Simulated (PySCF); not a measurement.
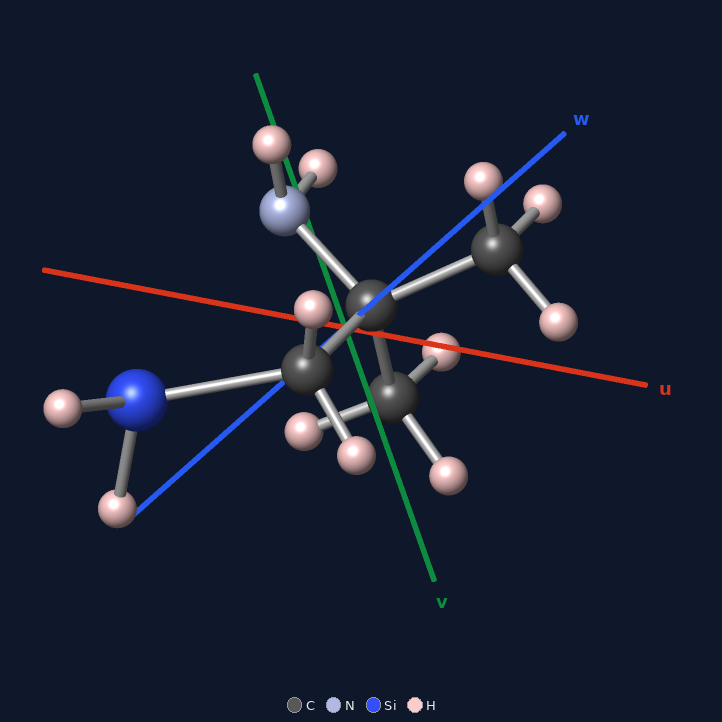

The lines u, v and w are the principal axes of the g tensor. State: neutral, doublet. The geometry was computed by an optimisation with GFN2-xTB. No frequency run is at hand to confirm it as a minimum. Level of theory: UKS B3LYP, pcH-1 on C H N Si, non-relativistic, mean-field spin-orbit, GIAO (PySCF 2.14.0).

Question. Along which axis does g lie farthest from the free-electron value?

Answer. Along w: the shift is 2004 ppm.

Give the principal values and shifts.

```
axis        g  shift (ppm)
   u  2.00411         1789
   v  2.00209         −227
   w  2.00432         2004
```

The geometry is semi-empirical. Around Si such bond lengths and angles can be off by a tenth of an ångström or more and by several degrees, and values that hang on the shape move with them.
